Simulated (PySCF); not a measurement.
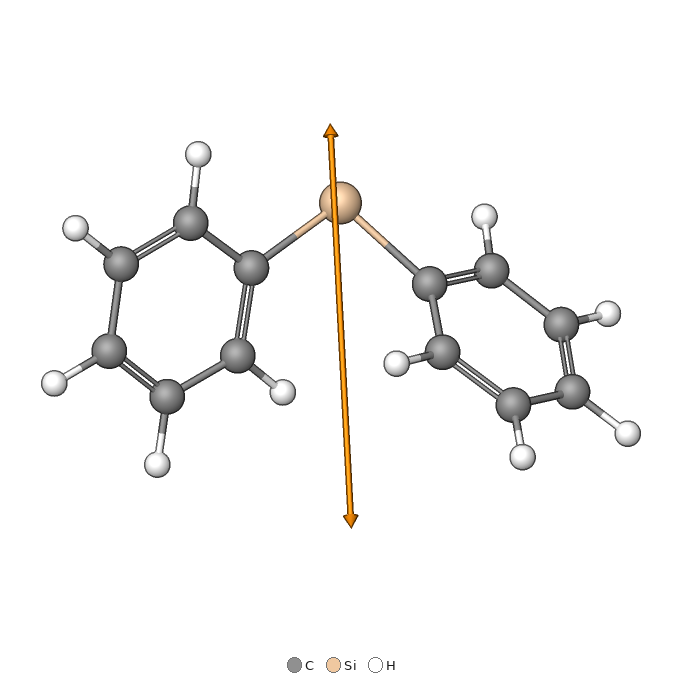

The double arrow shows the direction of the transition dipole to excited singlet state 6 (its length means nothing). Computed geometry: PBE0-D3(BJ)/def2-SVP optimisation. No frequency run is at hand to confirm it as a minimum. Level of theory: TDDFT PBE0/def2-SVPD, vertical, gas phase, core orbitals frozen in the response (PySCF 2.14.0).

### Where does the transition lie, and how strong is it?

4.38 eV (283 nm), oscillator strength 0.038, of mixed character, with the largest part HOMO−4 → LUMO (weight 0.34); transition dipole 1.51 D.
